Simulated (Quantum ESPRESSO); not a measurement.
# Simulated XPS, UPS and emission spectra of NbSi2, part 4 of 9

What would valence photoemission of NbSi2 look like, and what sets its shape?

Quantum ESPRESSO 7.5; DFT, PBE, plane waves, ultrasoft GBRV pseudopotentials, scalar-relativistic (the session's first sound run).

So far. Step 2 (The base run: self-consistent run): The run ends at a pressure of -0.03 GPa, with forces up to 0.078 eV/Å.

## Step 4: Projected DOS and spectra (continued)

The intensity has structure finer than the step of the table below, so its rows give means over 2 eV, whole bins alone (the curve runs from -14.3 to 1.47 eV). Peaks (eV: height): Nb L-beta2 -1.9: 99.9; Si K-beta -2.1: 99.9; Si K-beta, E along x -2.0: 96.4; Si K-beta, E along y -2.0: 96.4; Si K-beta, E along z -2.2: 108.

Shapes are the site's partial DOS without matrix elements, which overweights lines from ligand s bands. Table of intensity by emission energy less the core level's binding energy, zero at the Fermi level; means over each step; values in % of the unpolarised maximum:

| emission energy less the core level's binding energy (eV) | Nb L-beta2 | Si K-beta | Si K-beta, E along x | Si K-beta, E along y | Si K-beta, E along z | Si L2,3 |
| --- | --- | --- | --- | --- | --- | --- |
| -12 | 3.73 | 4.12 | 3.91 | 3.91 | 4.52 | 27.5 |
| -10 | 9.30 | 12.0 | 10.8 | 10.8 | 14.3 | 64.3 |
| -8 | 17.3 | 18.8 | 17.7 | 17.7 | 20.8 | 90.2 |
| -6 | 25.8 | 32.5 | 33.9 | 33.9 | 29.6 | 63.0 |
| -4 | 49.5 | 58.2 | 58.8 | 58.8 | 57.0 | 38.0 |
| -2 | 90.2 | 79.4 | 78.3 | 78.2 | 81.7 | 29.6 |
| 0 | 43.1 | 15.6 | 16.5 | 16.5 | 13.1 | 5.06 |

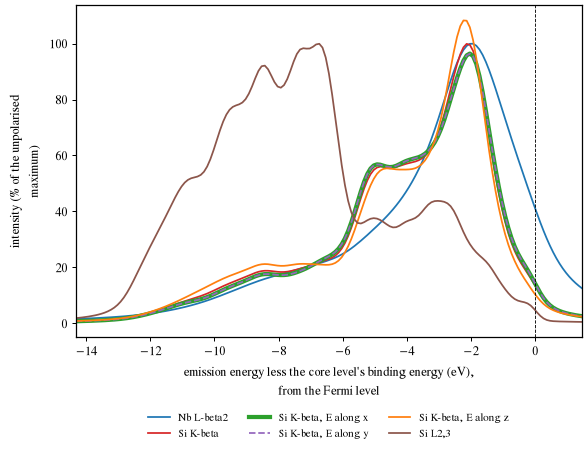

Intensity, plotted against emission energy less the core level's binding energy.

Sums over each group's atoms; left-over states aren't shared out by site. Site centres, by row:

| group | element | shell | occupied states | centre of occupied part (eV) | centre up to the window's top (eV) |
| --- | --- | --- | --- | --- | --- |
| Nb1 | Nb | 5s | 1.249 | -7.322 | 0.1255 |
| Nb1 | Nb | 5p | 3.355 | -7.015 | -1.923 |
| Nb1 | Nb | 4d | 13.79 | -3.029 | 0.1421 |
| Si4 | Si | 3s | 5.802 | -7.306 | -2.758 |
| Si4 | Si | 3p | 14.47 | -4.07 | -0.1075 |

The broadened DOS, unweighted empty DOS by E, zero at the Fermi level; read off at these points:

| E (eV) | broadened DOS, unweighted empty DOS (states/eV/cell) |
| --- | --- |
| -0.50 | 0.0448 |
| 0.00 | 1.69 |
| 0.50 | 2.33 |
| 1.00 | 2.28 |
| 1.50 | 3.61 |
| 2.00 | 5.92 |
| 2.50 | 6.21 |
| 3.00 | 6.59 |
| 3.50 | 7.72 |
| 3.57 | 7.78 |
| 4.00 | 7.00 |
| 4.50 | 5.84 |
| 5.00 | 4.82 |
| 5.50 | 5.20 |
| 6.00 | 5.29 |
| 6.50 | 6.12 |

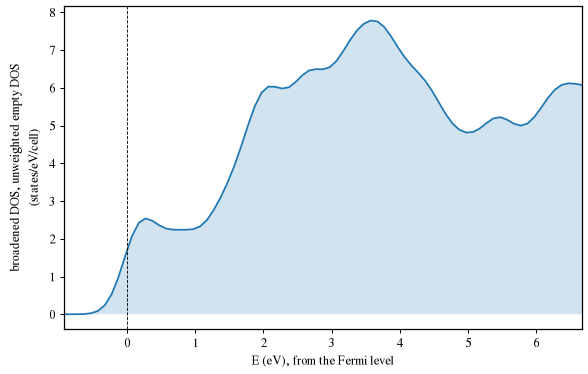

Broadened DOS, unweighted empty DOS, plotted against E.

The spectra weight each projected shell by its atomic cross section (Dirac–Hartree–Slater) and angular factor, for linear light with the analyser at 10° from the polarisation. Broadening, on top of any smearing of the DOS itself: a Gaussian of 0.3 eV and a Lorentzian of 0.05 eV plus 0.05 times the binding energy (full widths), Fermi edge at 300 K. Curves are cut 10 eV under the photon energy, above any shell that the free atom's threshold puts out of reach, or at the lower edge of the window: 11.2 eV at 21.2 eV, 14.4 eV at 100 eV, 14.4 eV at 1486.7 eV, 14.4 eV at 2150 eV and 14.4 eV at 5414.7 eV. Dipole terms alone, which is rough above 3 keV; no background, satellites or final-state effects.

How the area divides among the shells (%):

| shell | 21.2 eV | 100 eV | 1486.7 eV | 2150 eV | 5414.7 eV |
| --- | --- | --- | --- | --- | --- |
| Nb 5s | 0.1 | 1.2 | 2.3 | 3.3 | 8.9 |
| Nb 5p | 0.7 | 0.3 | 1.9 | 2.5 | 3.8 |
| Nb 4d | 93.9 | 2.4 | 60.0 | 53.4 | 30.1 |
| Si 3s | 1.9 | 32.3 | 28.0 | 34.5 | 53.9 |
| Si 3p | 3.4 | 63.9 | 7.8 | 6.2 | 3.3 |

At the Fermi level the DOS is 3.35 states/eV a cell, and on the broadened curves Nb 4d holds 72 % of the total there.

## Step 5: The base run: bands

The bands are solved at chosen points on the fixed potential.

bands.in reads:

```
&control
  calculation = 'bands'
  prefix = 'pes'
  outdir = './tmp'
  pseudo_dir = './pp'
  verbosity = 'high'
/
&system
  ibrav = 0
  nat = 9
  ntyp = 2
  ecutwfc = 40.0
  ecutrho = 200.0
  occupations = 'smearing'
  nbnd = 54
  smearing = 'fd'
  degauss = 0.00367
/
&electrons
  conv_thr = 5.4e-08
  mixing_beta = 0.5
  electron_maxstep = 120
  diago_full_acc = .true.
/
ATOMIC_SPECIES
Nb 92.9064 nb_pbe_v1.uspp.F.UPF
Si 28.0850 si_pbe_v1.uspp.F.UPF
CELL_PARAMETERS angstrom
 4.819000000 0.000000000 0.000000000
 -2.409500000 4.173376421 0.000000000
 0.000000000 0.000000000 6.592000000
ATOMIC_POSITIONS crystal
Nb 0.000000000 0.500000000 0.166666667
Nb 0.500000000 0.500000000 0.833333333
Nb 0.500000000 0.000000000 0.500000000
Si 0.319800000 0.159900000 0.166666667
Si 0.159900000 0.840100000 0.833333333
Si 0.840100000 0.680200000 0.500000000
Si 0.680200000 0.840100000 0.166666667
Si 0.840100000 0.159900000 0.833333333
Si 0.159900000 0.319800000 0.500000000
K_POINTS crystal
93
 0.00000000 0.00000000 0.00000000 1
 0.05000000 0.00000000 0.00000000 1
 0.10000000 0.00000000 0.00000000 1
 0.15000000 0.00000000 0.00000000 1
 0.20000000 0.00000000 0.00000000 1
 0.25000000 0.00000000 0.00000000 1
 ! [... 85 more points ...]
 0.33333300 0.33333300 0.05000000 1
 0.33333300 0.33333300 0.00000000 1
```

Command:

```sh
> OMP_NUM_THREADS=1 mpirun -n 4 pw.x -nk 4 -in bands.in > bands.out
```

What it wrote:

```text
[banner, memory and clock lines left out]
Program PWSCF v.7.5 starts

          URL

     Atomic positions and unit cell read from directory:
     ./tmp/pes.save/

     Message from routine setup:
     using ibrav=0 with symmetry is DISCOURAGED, use correct ibrav instead

     G-vector sticks info

     bravais-lattice index     =            0
     lattice parameter (alat)  =       9.1066  a.u.
     unit-cell volume          =     894.6605 (a.u.)^3
     number of atoms/cell      =            9
     number of atomic types    =            2
     number of electrons       =        63.00
     number of Kohn-Sham states=           54
     kinetic-energy cutoff     =      40.0000  Ry
     charge density cutoff     =     200.0000  Ry
     Exchange-correlation= SLA  PW   PBE  PBE
                           (   1   4   3   4   0   0   0)

     celldm(1)=   9.106590  celldm(2)=   0.000000  celldm(3)=   0.000000
     celldm(4)=   0.000000  celldm(5)=   0.000000  celldm(6)=   0.000000

     crystal axes: (cart. coord. in units of alat)
               a(1) = (   1.000000   0.000000   0.000000 )
               a(2) = (  -0.500000   0.866025   0.000000 )
               a(3) = (   0.000000   0.000000   1.367919 )

     reciprocal axes: (cart. coord. in units 2 pi/alat)
               b(1) = (  1.000000  0.577350 -0.000000 )
               b(2) = (  0.000000  1.154701  0.000000 )
               b(3) = (  0.000000 -0.000000  0.731038 )

     PseudoPot. # 1 for Nb read from file:
     ./pp/nb_pbe_v1.uspp.F.UPF
     Pseudo is Ultrasoft + core correction, Zval = 13.0
     Generated by new atomic code, or converted to UPF format
     Using radial grid of  887 points,  6 beta functions with:
                l(1) =   0
                l(2) =   0
                l(3) =   1
                l(4) =   1
                l(5) =   2
                l(6) =   2
     Q(r) pseudized with  6 coefficients,  rinner =    1.000   1.000   1.000
                                                       1.000   1.000

     PseudoPot. # 2 for Si read from file:
     ./pp/si_pbe_v1.uspp.F.UPF
     Pseudo is Ultrasoft + core correction, Zval =  4.0
     Generated by new atomic code, or converted to UPF format
     Using radial grid of  899 points,  6 beta functions with:
                l(1) =   0
                l(2) =   0
                l(3) =   1
                l(4) =   1
                l(5) =   2
                l(6) =   2
     Q(r) pseudized with  8 coefficients,  rinner =    0.900   0.900   0.900
                                                       0.900   0.900

     atomic species   valence    mass     pseudopotential
     Nb               13.00    92.90640     Nb( 1.00)
     Si                4.00    28.08500     Si( 1.00)

     12 Sym. Ops. (no inversion) found ( 8 have fractional translation)

                                    s                        frac. trans.

      isym =  1     identity

 cryst.   s( 1) = (     1          0          0      )
                  (     0          1          0      )
                  (     0          0          1      )

 cart.    s( 1) = (  1.0000000  0.0000000  0.0000000 )
                  (  0.0000000  1.0000000  0.0000000 )
                  (  0.0000000  0.0000000  1.0000000 )

      isym =  2     180 deg rotation - cart. axis [0,0,1]

 cryst.   s( 2) = (    -1          0          0      )
                  (     0         -1          0      )
                  (     0          0          1      )

 cart.    s( 2) = ( -1.0000000  0.0000000  0.0000000 )
                  (  0.0000000 -1.0000000  0.0000000 )
                  (  0.0000000  0.0000000  1.0000000 )

      isym =  3     180 deg rotation - cart. axis [0,1,0]

 cryst.   s( 3) = (    -1          0          0      )
                  (     1          1          0      )
                  (     0          0         -1      )

 cart.    s( 3) = ( -1.0000000  0.0000000  0.0000000 )
                  (  0.0000000  1.0000000  0.0000000 )
                  (  0.0000000  0.0000000 -1.0000000 )

      isym =  4     180 deg rotation - cart. axis [1,0,0]

 cryst.   s( 4) = (     1          0          0      )
                  (    -1         -1          0      )
                  (     0          0         -1      )

 cart.    s( 4) = (  1.0000000  0.0000000  0.0000000 )
                  (  0.0000000 -1.0000000  0.0000000 )
                  (  0.0000000  0.0000000 -1.0000000 )

      isym =  5      60 deg rotation - cryst. axis [0,0,1]

 cryst.   s( 5) = (     1          1          0      )    f =(  0.0000000 )
                  (    -1          0          0      )       (  0.0000000 )
                  (     0          0          1      )       ( -0.3333333 )

 cart.    s( 5) = (  0.5000000 -0.8660254  0.0000000 )    f =(  0.0000000 )
                  (  0.8660254  0.5000000  0.0000000 )       (  0.0000000 )
                  (  0.0000000  0.0000000  1.0000000 )       ( -0.4559729 )

      isym =  6      60 deg rotation - cryst. axis [0,0,-1]

 cryst.   s( 6) = (     0         -1          0      )    f =(  0.0000000 )
                  (     1          1          0      )       (  0.0000000 )
                  (     0          0          1      )       (  0.3333333 )

 cart.    s( 6) = (  0.5000000  0.8660254  0.0000000 )    f =(  0.0000000 )
                  ( -0.8660254  0.5000000  0.0000000 )       (  0.0000000 )
                  (  0.0000000  0.0000000  1.0000000 )       (  0.4559729 )

      isym =  7     120 deg rotation - cryst. axis [0,0,1]

 cryst.   s( 7) = (     0          1          0      )    f =(  0.0000000 )
                  (    -1         -1          0      )       (  0.0000000 )
                  (     0          0          1      )       (  0.3333333 )

 cart.    s( 7) = ( -0.5000000 -0.8660254  0.0000000 )    f =(  0.0000000 )
                  (  0.8660254 -0.5000000  0.0000000 )       (  0.0000000 )
                  (  0.0000000  0.0000000  1.0000000 )       (  0.4559729 )

      isym =  8     120 deg rotation - cryst. axis [0,0,-1]

 cryst.   s( 8) = (    -1         -1          0      )    f =(  0.0000000 )
                  (     1          0          0      )       (  0.0000000 )
                  (     0          0          1      )       ( -0.3333333 )

 cart.    s( 8) = ( -0.5000000  0.8660254  0.0000000 )    f =(  0.0000000 )
                  ( -0.8660254 -0.5000000  0.0000000 )       (  0.0000000 )
                  (  0.0000000  0.0000000  1.0000000 )       ( -0.4559729 )

      isym =  9     180 deg rotation - cryst. axis [1,-1,0]

 cryst.   s( 9) = (     0         -1          0      )    f =(  0.0000000 )
[...]
cart.    s( 9) = (  0.5000000 -0.8660254  0.0000000 )    f =(  0.0000000 )
[...]
k(   90) = (   0.3333330   0.3333330   0.1500000), wk =   0.0215054
        k(   91) = (   0.3333330   0.3333330   0.1000000), wk =   0.0215054
        k(   92) = (   0.3333330   0.3333330   0.0500000), wk =   0.0215054
        k(   93) = (   0.3333330   0.3333330   0.0000000), wk =   0.0215054

     Dense  grid:    42771 G-vectors     FFT dimensions: (  45,  45,  60)

     Smooth grid:    30663 G-vectors     FFT dimensions: (  40,  40,  54)

     Dynamical RAM for                 wfc:       3.15 MB

     Dynamical RAM for     wfc (w. buffer):       3.15 MB

     Dynamical RAM for           str. fact:       1.31 MB

     Dynamical RAM for           local pot:       0.00 MB

     Dynamical RAM for          nlocal pot:       9.45 MB

     Dynamical RAM for                qrad:       2.27 MB

     Dynamical RAM for          rho,v,vnew:       4.74 MB

     Dynamical RAM for           G-vectors:       2.68 MB

     Dynamical RAM for          h,s,v(r/c):       0.53 MB

     Dynamical RAM for          <psi|beta>:       0.13 MB

     Dynamical RAM for                 psi:       6.30 MB

     Dynamical RAM for                hpsi:       6.30 MB

     Dynamical RAM for                spsi:       6.30 MB

     Dynamical RAM for      wfcinit/wfcrot:       6.37 MB

     Dynamical RAM for           addusdens:      31.81 MB

     The potential is recalculated from file :
     ./tmp/pes.save/charge-density

     Starting wfcs are   63 randomized atomic wfcs

     Band Structure Calculation
     Davidson diagonalization with overlap

     Computing kpt #:     1  of    24 on this pool

     Computing kpt #:     2  of    24 on this pool

     Computing kpt #:     3  of    24 on this pool

     Computing kpt #:     4  of    24 on this pool

     Computing kpt #:     5  of    24 on this pool

     Computing kpt #:     6  of    24 on this pool

     Computing kpt #:     7  of    24 on this pool

     Computing kpt #:     8  of    24 on this pool

     Computing kpt #:     9  of    24 on this pool

     Computing kpt #:    10  of    24 on this pool

     Computing kpt #:    11  of    24 on this pool

     Computing kpt #:    12  of    24 on this pool

     Computing kpt #:    13  of    24 on this pool

     Computing kpt #:    14  of    24 on this pool

     Computing kpt #:    15  of    24 on this pool

     Computing kpt #:    16  of    24 on this pool

     Computing kpt #:    17  of    24 on this pool

     Computing kpt #:    18  of    24 on this pool

     Computing kpt #:    19  of    24 on this pool

     Computing kpt #:    20  of    24 on this pool

     Computing kpt #:    21  of    24 on this pool

     Computing kpt #:    22  of    24 on this pool

     Computing kpt #:    23  of    24 on this pool

     Computing kpt #:    24  of    24 on this pool

     ethr =  8.57E-11,  avg # of iterations = 39.6

     End of band structure calculation

          k = 0.0000 0.0000 0.0000 (  3823 PWs)   bands (ev):

   -40.2595 -40.2238 -40.2238 -16.4987 -16.4987 -16.4950 -16.4280 -16.4280
   -16.3149 -16.3118 -16.2992 -16.2992   1.7372   4.8276   4.8276   8.2798
     8.6450   8.6450   9.0887   9.0887   9.8196  10.8294  10.8294  11.2207
    12.1770  12.1770  12.2264  12.2264  12.2489  12.4465  12.4465  13.3186
    15.1704  17.5351  17.6078  17.6581  17.6581  17.8337  18.0998  18.0998
    18.2661  18.2661  18.9061  18.9061  18.9457  19.2493  19.3035  19.3035
    19.7357  19.7357  20.2493  22.1688  22.1688  22.4290

          k = 0.0500 0.0289 0.0000 (  3819 PWs)   bands (ev):

   -40.2593 -40.2240 -40.2238 -16.5073 -16.4994 -16.4868 -16.4282 -16.4277
   -16.3149 -16.3133 -16.2999 -16.2969   1.7600   4.8404   4.8454   7.9945
     8.4478   8.7188   9.2853   9.3110   9.7067  10.8353  10.9702  11.2562
    12.0136  12.1267  12.1869  12.1878  12.3707  12.4758  12.5059  13.3007
    15.1658  17.2630  17.5279  17.5968  17.7168  17.7872  18.0754  18.1074
    18.2361  18.3107  18.8392  18.8565  19.1604  19.3056  19.4297  19.5184
    19.7155  19.8124  20.3844  21.9430  22.1110  22.5724

          k = 0.1000 0.0577 0.0000 (  3822 PWs)   bands (ev):

   -40.2587 -40.2246 -40.2238 -16.5173 -16.5015 -16.4779 -16.4286 -16.4268
   -16.3164 -16.3149 -16.3017 -16.2918   1.8279   4.8778   4.8983   7.5423
     8.1343   8.7672   9.4130   9.5932   9.8088  10.8525  11.2538  11.3603
    11.7328  12.0086  12.1208  12.2124  12.4364  12.5247  12.6406  13.2501
[...]
19.9970  20.0476  20.6574  21.6284  21.9507  22.6797

          k = 0.1500 0.0866 0.0000 (  3840 PWs)   bands (ev):

[...]
20.3899  20.5742  20.9136  21.4473  21.7273  22.6848

          k = 0.2000 0.1155 0.0000 (  3846 PWs)   bands (ev):

[...]
20.7025  21.1744  21.1788  21.5338  21.5347  22.6301

          k = 0.2500 0.1443 0.0000 (  3840 PWs)   bands (ev):

[...]
20.8071  21.4921  21.5774  21.7460  21.7910  22.5635

          k = 0.3000 0.1732 0.0000 (  3834 PWs)   bands (ev):

[...]
21.1414  21.5201  21.6501  22.1309  22.2909  22.5225

          k = 0.3500 0.2021 0.0000 (  3828 PWs)   bands (ev):

[...]
21.3209  21.4673  21.7421  22.2785  22.4395  22.9757

          k = 0.4000 0.2309 0.0000 (  3820 PWs)   bands (ev):

[...]
21.3615  21.6261  22.0264  22.1815  22.4414  23.0954

          k = 0.4500 0.2598 0.0000 (  3830 PWs)   bands (ev):

[...]
21.5942  21.7839  21.8660  22.1232  22.5307  22.8438

          k = 0.5000 0.2887 0.0000 (  3842 PWs)   bands (ev):

[...]
21.6863  21.8510  21.8830  21.9711  22.4286  22.8188

          k = 0.4833 0.3175 0.0000 (  3834 PWs)   bands (ev):

[...]
21.4766  21.7311  22.0640  22.1295  22.4296  22.7884

          k = 0.4667 0.3464 0.0000 (  3822 PWs)   bands (ev):

[...]
21.3121  21.6382  22.1538  22.3496  22.4891  22.7395

          k = 0.4500 0.3753 0.0000 (  3822 PWs)   bands (ev):

[...]
21.3301  21.6358  22.0551  22.4973  22.5649  22.7293

          k = 0.4333 0.4041 0.0000 (  3830 PWs)   bands (ev):

[...]
21.2892  21.6038  21.8886  22.4188  22.6152  22.6783

          k = 0.4167 0.4330 0.0000 (  3823 PWs)   bands (ev):

[...]
21.2730  21.5127  21.7068  22.2972  22.4625  22.6143

[...]
20.6439  21.1498  21.8829  21.9607  22.7729  23.4703

          k = 0.2500 0.1443 0.3655 (  3810 PWs)   bands (ev):

[...]
20.9605  21.4849  21.9185  22.1007  23.0015  23.2227

          k = 0.3000 0.1732 0.3655 (  3814 PWs)   bands (ev):

[...]
21.2332  21.2853  21.9426  22.6424  22.6546  22.9171

          k = 0.3500 0.2021 0.3655 (  3816 PWs)   bands (ev):

[...]
20.9035  21.5109  21.8749  22.2525  22.5814  23.0373

          k = 0.4000 0.2309 0.3655 (  3826 PWs)   bands (ev):

[...]
20.8220  21.6064  21.7630  22.0177  22.7039  22.7395

          k = 0.4500 0.2598 0.3655 (  3836 PWs)   bands (ev):

[...]
20.8690  21.4271  21.7965  22.2675  22.3458  22.8312

          k = 0.5000 0.2887 0.3655 (  3852 PWs)   bands (ev):

[...]
20.8736  21.3559  22.0154  22.0161  22.5298  22.7112

          k = 0.4833 0.3175 0.3655 (  3840 PWs)   bands (ev):

[...]
12.1584  12.4188  12.4273  12.4420  12.6159  12.9400  13.7787  14.1177
    15.7806  16.1629  16.6391  16.7340  16.8590  17.0466  17.5346  17.7859
    17.8827  18.3721  18.6644  18.7693  19.5625  19.6395  20.2775  20.3557
    20.8413  21.3927  21.9451  21.9948  22.5052  22.7396

          k = 0.4667 0.3464 0.3655 (  3832 PWs)   bands (ev):

   -40.2471 -40.2353 -40.2241 -16.5537 -16.5194 -16.4962 -16.4421 -16.3680
   -16.3519 -16.3046 -16.3003 -16.2719   4.0333   4.2442   4.7492   5.5879
     6.9801   8.1531   9.1821   9.6838   9.9033  10.7993  11.3625  12.0257
    12.0738  12.2882  12.3646  12.4082  12.7119  13.1771  13.8073  14.1140
    15.7532  16.1705  16.6000  16.7208  16.9249  17.0854  17.4892  17.7647
[... further rows ...]
```

Elapsed: 90 s, on 4 MPI ranks of Intel Xeon Platinum 8559C (Emerald Rapids), shared host; 6 min of CPU time.

The electronic bands at the labelled points (eV, zero at the Fermi level; # counts the bands kept):

| point | #17 | #18 | #19 | #20 | #21 | #22 | #23 | #24 |
| --- | --- | --- | --- | --- | --- | --- | --- | --- |
| Γ | -2.15 | -1.95 | -1.95 | -1.08 | 0.77 | 3.14 | 3.21 | 3.26 |
| M | -1.03 | -0.69 | -0.11 | 0.03 | 0.75 | 1.19 | 1.52 | 2.00 |
| K | -1.55 | -1.55 | 0.35 | 0.35 | 0.42 | 2.04 | 2.04 | 2.10 |
| Γ | -2.15 | -1.95 | -1.95 | -1.08 | 0.77 | 3.14 | 3.21 | 3.26 |
| A | -1.53 | -1.42 | -1.42 | 0.96 | 0.96 | 2.72 | 2.72 | 3.18 |
| L | -1.81 | -1.64 | -0.63 | -0.28 | 1.39 | 1.76 | 2.26 | 2.34 |
| H | -0.74 | -0.74 | -0.15 | -0.15 | 0.81 | 1.97 | 2.13 | 2.13 |
| A | -1.53 | -1.42 | -1.42 | 0.96 | 0.96 | 2.72 | 2.72 | 3.18 |
| jump to L | -1.81 | -1.64 | -0.63 | -0.28 | 1.39 | 1.76 | 2.26 | 2.34 |
| M | -1.03 | -0.69 | -0.11 | 0.03 | 0.75 | 1.19 | 1.52 | 2.00 |
| jump to H | -0.74 | -0.74 | -0.15 | -0.15 | 0.81 | 1.97 | 2.13 | 2.13 |
| K | -1.55 | -1.55 | 0.35 | 0.35 | 0.42 | 2.04 | 2.04 | 2.10 |

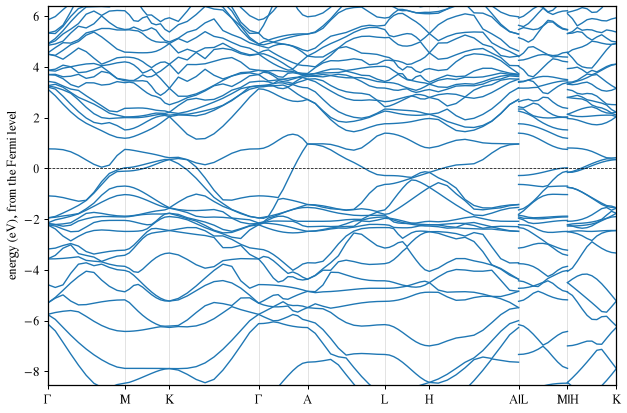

Electronic bands along the path.

Of the bands kept, 2 cross the Fermi level on this path.

[end of part 4 of 9]

[Logs are printed without paths, hosts, clocks, repeated set-up lines and the standing remarks that a program may print on its own settings, such as how far it seeks lower states.]

[Hosts, paths, dates, database ids (printed as entryN), source tags and the programs' standing remarks are cut or masked in the printed files.]

[Maps of the electrostatic potential energy from Ansatz leave out the sawtooth potential of an applied field or a dipole correction, so their vacuum need not be flat; work functions include it.]

[Peak lists hold at most the 14 tallest peaks of each spectrum; further lines can be left out.]
